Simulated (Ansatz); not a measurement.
**SiH3 (silyl radical): U-wB97X/3-21G**

Aim: the energy change on altering one bond length of SiH3 (silyl radical) at U-wB97X/3-21G, from 2 runs. 

Program for the calculation: Ansatz 0.2.0.

61 further runs of the same task are left out: 61 set aside as unsound or not needed.

## (1) The system as given

SiH3: 4 atoms, total charge 0, spin state doublet. SMILES: `[SiH3]`. The shape is that of a GFN2-xTB optimisation.

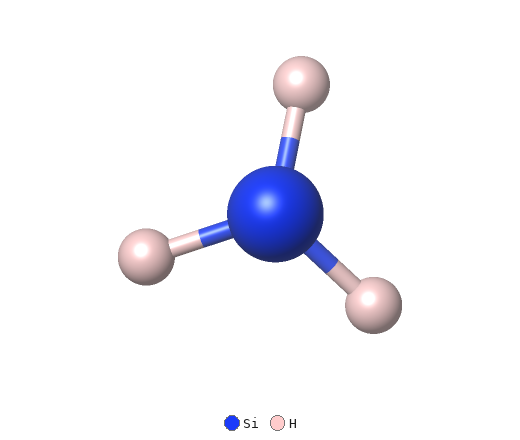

Viewed from a chosen angle; silicon blue, hydrogen pink.

## (2) The energy at U-wB97X/3-21G

in.yaml reads:

```yaml
crystal:
  periodic: [false, false, false]
  atoms:
    - {symbol: Si, position_ang: [0.206560, -0.018900, -0.115090]}
    - {symbol: H, position_ang: [0.587110, 0.661780, 1.105640]}
    - {symbol: H, position_ang: [-0.194960, -1.401590, 0.043390]}
    - {symbol: H, position_ang: [-0.598710, 0.758710, -1.033940]}
basis:
  gaussian:
    orbitals: 3-21G.json
magnetization:
  spin_polarized: true
  initial_magnetization: 1
hamiltonian:
  xc: {name: wB97X}
accuracy: high
```

The basis set 3-21G is read from a file made from the Basis Set Exchange's data (not shown).

On the command line:

```console
ansatz run in.yaml --threads 1 --pin off --max-ram 2610MiB --events-out events.jsonl --progress --plain --runs-dir runs
```

The program printed:

```text
Warning: RAYON_NUM_THREADS=1 ignored (pool sized by the plan → 1); use --threads N
Functional definition: wB97X
  name "wB97X"
  parameter omega = 0.3/bohr
  parameter cx = 0.157706
  parameter cx1 = 0.726479
  parameter cx2 = 1.04760
  parameter cx3 = -5.70635
  parameter cx4 = 13.2794
  parameter css1 = -4.33879
  parameter css2 = 18.2308
  parameter css3 = -31.7430
  parameter css4 = 17.2901
  parameter cos1 = 2.37031
  parameter cos2 = -11.3995
  parameter cos3 = 6.58405
  parameter cos4 = -3.78132
  exchange = spin_sum(e_x_unif_sr(omega)*poly(b97_u_x, 1 - cx, cx1, cx2, cx3, cx4)) + cx*exact_x_sr(omega)
      + exact_x_lr(omega)
  correlation = spin_sum(e_c_pw_same_spin*poly(b97_u_same, 1, css1, css2, css3, css4))
      + integral(e_c_pw_opposite_spin*poly(b97_u_opposite, 1, cos1, cos2, cos3, cos4))
377 factors; integrals over basis functions are off by at most 2.9e-9 eV
157 factors; integrals over basis functions are off by at most 1.3e-9 eV
mean field evaluation 1: about -7882.0498 eV, gradient 3.0e0 eV
mean field evaluation 2: about -7882.1443 eV, gradient 7.4e-1 eV
mean field evaluation 4: about -7882.1440 eV, gradient 2.2e-1 eV
mean field evaluation 8: about -7882.1450 eV, gradient 3.6e-3 eV
mean field evaluation 16: about -7882.1450 eV, gradient 8.4e-8 eV
mean field -7882.14495036 eV, -289.6634842160 hartree, gradient 8.3e-8 eV, S^2 0.752056; 0 other end points of the search recorded, 0 dependent functions left out
reference -7882.14494909 eV, -289.6634841694 hartree; 9, 8 occupied and 10, 11 virtual orbitals, 377 factors
Total energy: -7882.14494909 eV, -289.6634841694 hartree
```

Run time: 4.5 s. Hardware: 1 thread of Arm Neoverse V2, shared host; peak memory 0.29 GiB.

## (3) The distorted shape, same level

input.yaml reads:

```yaml
basis:
  gaussian:
    orbitals: 3-21G.json
crystal:
  periodic: [false, false, false]
  atoms:
    - {symbol: Si, position_ang: [0.111422, -0.189070, -0.420273]}
    - {symbol: H, position_ang: [0.587110, 0.661780, 1.105640]}
    - {symbol: H, position_ang: [-0.290098, -1.571760, -0.261793]}
    - {symbol: H, position_ang: [-0.693848, 0.588540, -1.339123]}
magnetization:
  spin_polarized: true
  initial_magnetization: 1
hamiltonian:
  xc: {name: wB97X}
accuracy: high
```

The basis set 3-21G is read from a file made from the Basis Set Exchange's data (not shown).

On the command line:

```console
ansatz run input.yaml --threads 1 --pin off --max-ram 2610MiB --events-out events.jsonl --progress --plain --runs-dir runs
```

The program printed (excerpt; [...] marks lines left out):

```text
Warning: RAYON_NUM_THREADS=1 ignored (pool sized by the plan → 1); use --threads N
Functional definition: wB97X
  name "wB97X"
[...]
      + exact_x_lr(omega)
[...]
      + integral(e_c_pw_opposite_spin*poly(b97_u_opposite, 1, cos1, cos2, cos3, cos4))
376 factors; integrals over basis functions are off by at most 3.2e-9 eV
158 factors; integrals over basis functions are off by at most 1.2e-9 eV
[...]
mean field -7881.56895245 eV, -289.6423166833 hartree, gradient 4.4e-8 eV, S^2 0.752463; 0 other end points of the search recorded, 0 dependent functions left out
reference -7881.56895105 eV, -289.6423166320 hartree; 9, 8 occupied and 10, 11 virtual orbitals, 376 factors
Total energy: -7881.56895105 eV, -289.6423166320 hartree
```

Run time: 5.4 s. Hardware: 1 thread of Arm Neoverse V2, shared host; peak memory 0.29 GiB.

## (4) Results

At U-wB97X/3-21G:

| quantity | value |
| --- | --- |
| first shape: total energy | -289.66348 Eh |
| first shape: ⟨S²⟩ | 0.752 |
| distorted shape: total energy | -289.64232 Eh |
| distorted shape: ⟨S²⟩ | 0.752 |
| energy change with the Si1–H2 bond stretched from 1.449 to 1.811 Å | 0.576 eV |

**Reading.** With the Si1–H2 bond stretched from 1.449 to 1.811 Å the energy rises by 0.58 eV (13.3 kcal/mol). The first shape isn't relaxed at this level, so the change isn't measured from a minimum.
